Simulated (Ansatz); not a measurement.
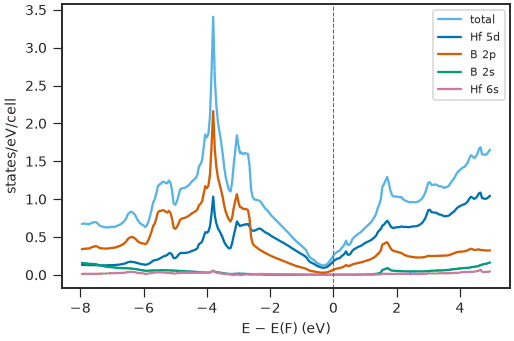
Total and projected density of states of HfB2 in space group P6/mmm (No. 191; Hf on 1a, B on 2d), the program Ansatz at the LDA level (PAW)

**Question.** Which orbitals carry the states next to the Fermi level?

**Answer.** Within 0.5 eV of the Fermi level: Hf 5d 70 %, B 2p 27 %. Projections are on Löwdin-orthogonalised atomic valence shells; empty p or d shells of many metals are not among them.

**Question.** Where is the tallest occupied peak in this window, and what makes it?

**Answer.** Near -3.8 eV, about 3.4 states/eV per cell; the largest projected share is B 2p.

The LDA relaxation kept the symmetry of its start; of distortions, only those at the zone centre were tested. The run is not spin-polarised. Spin–orbit coupling is left out wherever it is not named.

Potentials: the later of the program's two PAW sets.
